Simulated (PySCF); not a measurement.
Input

```
{"job": {"kind": "uv", "xc": "CAM-B3LYP", "basis": "def2-SVPD", "nstates": 8, "ntriplets": 3}, "charge": 0, "multiplicity": 1}
C      3.724391    -0.365214     0.603276
C      2.391401    -0.188284     0.053643
C      1.257390    -0.041994    -0.351703
Ga    -0.484053     0.213550    -1.348350
C     -1.860847     1.624822    -0.169015
C     -1.617903     0.765902     0.907734
C     -1.726544    -0.612610     0.761144
C     -2.082730    -1.180252    -0.466527
H      3.991311     0.493571     1.219942
H      4.451960    -0.459452    -0.203562
H      3.761416    -1.265007     1.218049
H     -1.662456     2.679026    -0.018249
H     -2.733340     1.440860    -0.792578
H     -1.136349     1.152789     1.796210
H     -1.325682    -1.246513     1.541217
H     -2.049134    -2.260321    -0.543471
H     -2.905830    -0.738842    -1.024390
```

Command:

```sh
OMP_NUM_THREADS=1 python probes_run.py task.json out
```

Geometry: GFN2-xTB.

Method: CAM-B3LYP/def2-SVPD, SCF density, gas phase in PySCF.

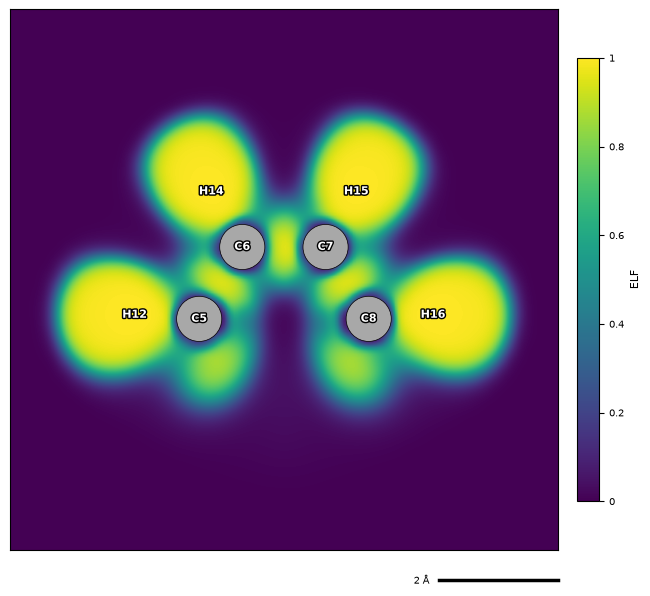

C$_{7}$H$_{9}$Ga (SMILES CC#[C][Ga]1[CH2]C=C[CH2]1). Electron localisation function on the plane of atoms C5, C6 and C7. Grey discs cover the atomic cores.

What do the fields say about this system?

The plane passes through C and H nuclei.
C–H (1.08 Å): the ELF climbs to about 1 towards the hydrogen, as it does in any bond to H (a covalent bond by its length).
C–C (1.39 Å): the ELF peaks at about 0.95 between the atoms, as expected for a covalent bond.
